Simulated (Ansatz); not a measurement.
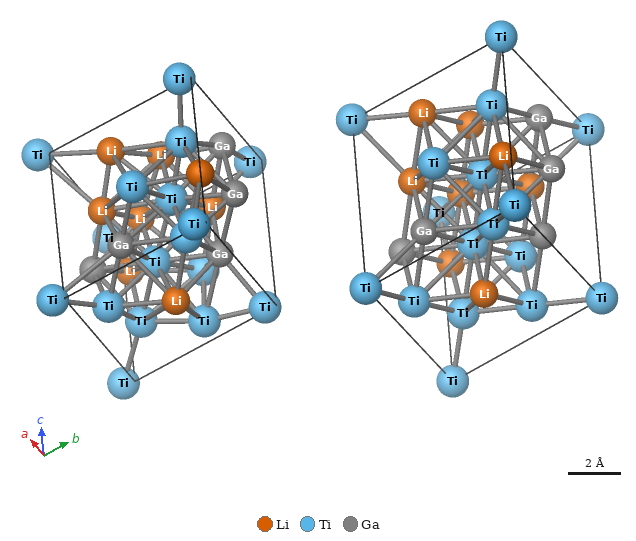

Two geometries of crystalline Li7Ti9Ga4 (a generated structure, set up in P1) (coarse preliminary run), drawn at one scale. One is the start of a relaxation, the other its converged end. The picture is a ball-and-stick view of the cell of the calculation, reduced to other axes, seen from a free direction. Lengths and directions refer to the drawn axes.

These are results of DFT r2SCAN, scalar-relativistic, plane waves, PAW in Ansatz, not measurements. Set-up: plane-wave cutoff 500 eV; k-point mesh 2 × 2 × 2; occupations gaussian; smearing width 0.1 eV; mesh shifted by (0.5, 0.5, 0.5); no spin polarisation; cell and atoms relaxed; force threshold 0.04 eV/Å; at most 50 steps.

> Which one is relaxed?

The left one is the relaxed one. Case: elements placed on the bcc lattice at random. After 10 accepted moves (13 points after the start) the energy has fallen by 190 meV per atom. The largest force component goes from 1.2 to 0.022 eV/Å. Pressure: −8.43 GPa at the start and −0.04 GPa at the end. The line search rejected the trial steps at points 6, 9 of the run. At 1 point the geometry stayed and the basis and grid were re-selected for the new cell (energy shift of 0.4 meV per atom at most each time). A Ti atom moves most relative to the cell: 0.62 Å along [0 −3 1]. Largest moves by element: Ti 0.62 Å, Li 0.43 Å, Ga 0.32 Å. The volume changes by −14.0 %, with a 7.293 → 7.105 Å (−2.6 %), b 7.293 → 7.240 Å (−0.7 %), c 7.293 → 6.568 Å (−9.9 %), α 80.9° → 88.4°, β 80.9° → 88.9°, γ 80.9° → 72.6°. Among the contacts that change: Li–Ti 3.362 → 4.336 Å, Li–Li 3.368 → 2.434 Å, Ti–Ti 3.397 → 2.727 Å, Ga–Ti 3.397 → 2.733 Å. New bonds form, among them: Ga–Ti (3.35 → 2.73 Å), Ga–Ti (3.36 → 2.76 Å), Li–Li (3.37 → 2.43 Å). The space group stays P1 (No. 1).

Limits of the set-up: the k-point mesh is coarse for a cell with partly filled bands.
